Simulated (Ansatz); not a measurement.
The starting structures come from a database of crystals and need not be the phases stable at ambient conditions.

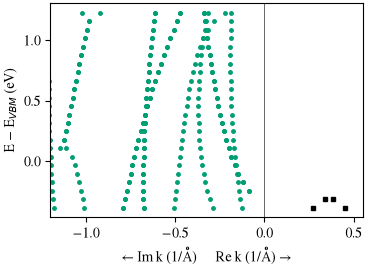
Complex bands at the centre of the two-dimensional zone; Ansatz (a first-principles code) with r2SCAN

The gap is the functional's own, uncorrected, and κ follows it; spin-orbit coupling is left out. Mid-gap values are interpolated between the computed energies.

Problem. This is ScAgSe2 (P-3m1, not sure to be the ambient phase, 4 atoms a cell, 21.8 Å³ an atom) along the normal of (100). Read off the slowest decay at the centre of the two-dimensional zone at 0.53 eV, the computed energy nearest the middle of the gap.

Solution. κ ≈ 0.19 1/Å, a decay length 1/(2κ) of the density of 2.7 Å.
